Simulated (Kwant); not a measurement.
Device: quantum point contact (saddle potential) in a GaN two-dimensional gas. Effective mass 0.22 mₑ, grid spacing 10 nm, hard walls, nominal width 300 nm (29 grid rows, so walls 300 nm apart), one parabolic valley, scattering region 900 nm long along x; energies count from the band bottom; Fermi energy swept from 9.4957e-06 to 0.00156 eV. Potential (V0 + ½k y²) cos²(πx/L) for |x| < L/2, with V0 = 0.0006 eV, k = 4.1e-07 eV/nm², L = 380 nm.

Constants are typed, rounded textbook-type inputs, not results; the design itself was drawn at random and stands for no fabricated device.

Kwant, effective-mass tight-binding model on a square grid, one spin, coherent transport at 0 K. Conductance is in e²/h.

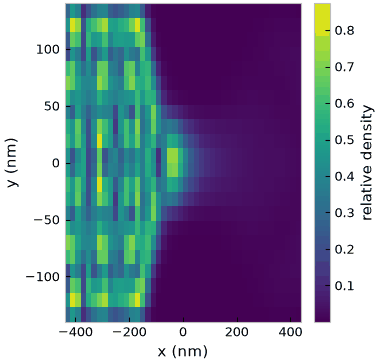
Fig. 1. Density of the scattering states that come in from the left lead, at energy = 0.00079598 eV, in bins, relative to the largest site value

The conductance there is 0.59 e²/h with 6 open channel(s) in the leads.
